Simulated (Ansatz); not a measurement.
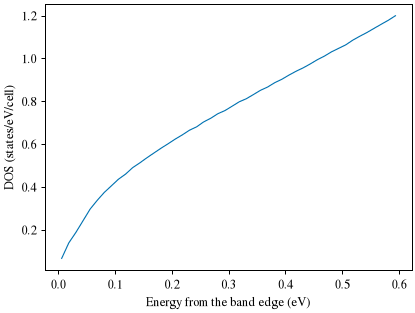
Density of states of GaN (P6_3mc) below the valence band maximum, r2SCAN with spin-orbit coupling, rigid bands (Ansatz, a quantum-chemistry and plane-wave program); cell volume 45.5 Å³.

Task: What effective density of states at 300 K does this give (∫ g(E) exp(−E/k_BT) dE, both spins, divided by the cell's size)?

Result: 8.9e19 cm⁻³, a density-of-states mass of 2.3 mₑ, valleys and band degeneracy included.

Geometry: cell and atoms relaxed with PBEsol.
